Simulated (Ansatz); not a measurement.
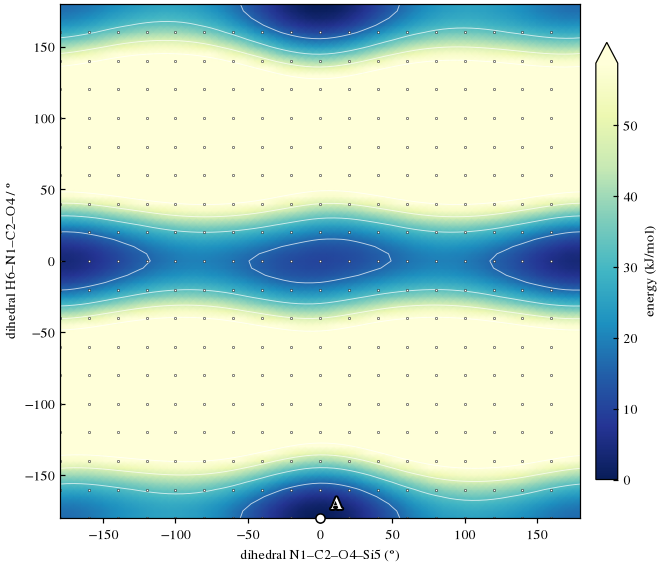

CH₄FNOSi, SMILES N=C(F)O[SiH3]. First axis: dihedral N1–C2–O4–Si5. Second axis: dihedral H6–N1–C2–O4. Nothing is relaxed (all other coordinates rigid). Grid: 18 × 18 points. Points are written as (first, second). All energies are given in kJ/mol relative to the lowest grid point. The dihedral twists a double bond; near 90° a spin-restricted reference is unreliable. All numbers below come from RKS r2SCAN-D4/def2-SVP in Ansatz.

In the figure: a smooth colour map with a few white contour lines, dots at the grid points, one colour for all values above the top of the scale, the well A. Between grid points the surface is interpolated.

Question: Where is the minimum, and how stiff is the well along each coordinate? Take the well at A.

Answer: The interpolated minimum is at dihedral N1–C2–O4–Si5 ≈ 0°, dihedral H6–N1–C2–O4 ≈ −180°. The curvatures there are about 0.55 eV/rad² and 1.9 eV/rad², with a cross term of about −0.03 eV/rad². Round the minimum the two coordinates are nearly uncoupled. (1 eV is 96.5 kJ/mol.)
